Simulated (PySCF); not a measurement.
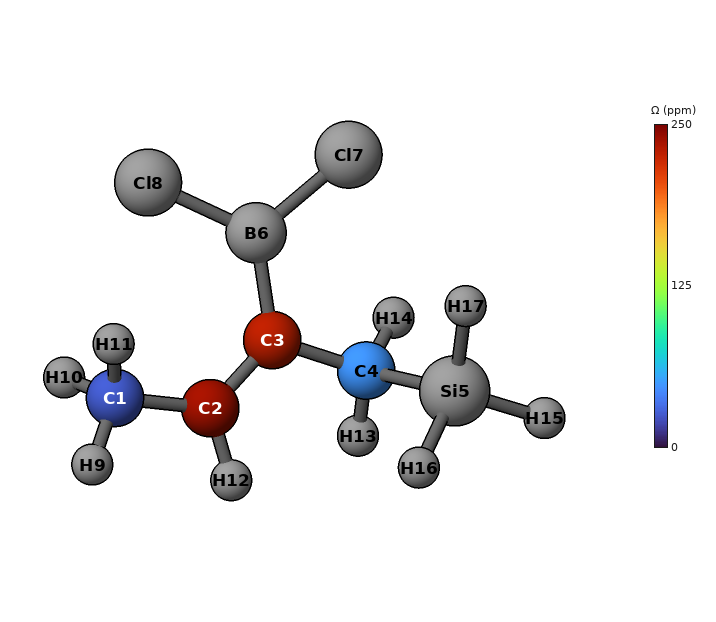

The C atoms are coloured by the span of their shielding tensor. The geometry was computed by an optimisation with GFN2-xTB. No frequency run is at hand to confirm it as a minimum. Properties computed with GIAO PBE0/pcSseg-1 NMR shielding, non-relativistic, gas phase (PySCF 2.14.0). Principal shieldings σ11 ≤ σ22 ≤ σ33, span Ω = σ33 − σ11, skew κ = 3(σiso − σ22)/Ω.

Give the shielding tensors of the C atoms.

| atom | σ11 | σ22 | σ33 | σiso | Ω | κ |
| --- | --- | --- | --- | --- | --- | --- |
| C1 | 149.9 | 166.8 | 176.8 | 164.5 | 26.9 | −0.26 |
| C2 | −93.6 | 18.4 | 142.0 | 22.3 | 235.6 | 0.05 |
| C3 | −64.8 | 28.8 | 161.9 | 42.0 | 226.7 | 0.17 |
| C4 | 140.8 | 158.8 | 189.1 | 162.9 | 48.4 | 0.26 |

Shieldings and span in ppm.

The geometry is semi-empirical. Around B, Si such bond lengths and angles can be off by a tenth of an ångström or more and by several degrees, and values that hang on the shape move with them.
